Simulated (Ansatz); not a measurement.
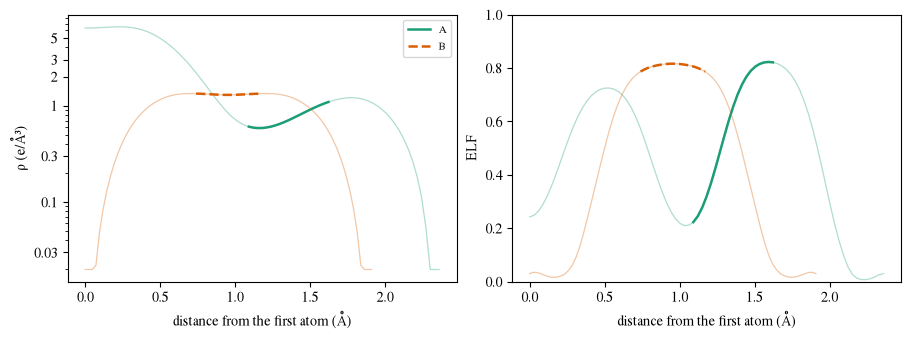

MoS3. Valence pseudo-density and ELF along straight lines between neighbouring atoms. Thin, pale parts lie inside the atomic spheres.

Space group P4/mmm; a structure generated by program, which may or may not match a known phase; spin-polarised.

All numbers below come from DFT PBE, scalar-relativistic, plane waves, PAW (Ansatz).

The density is the valence pseudo-density of a PAW calculation; it isn't the true density close to the nuclei.

Which curve belongs to which contact (Mo–S and S–S)? The first atom named is at distance zero.

Curve A: Mo–S (2.36 Å): ρ at the midpoint is about 0.59 e/Å³; the ELF peaks at about 0.80 in the valence shell of S, 0.8 Å from its nucleus, and is about 0.30 at the midpoint. Curve B: S–S (1.91 Å): ρ at the midpoint is about 1.3 e/Å³; the ELF peaks at about 0.80 between the atoms.
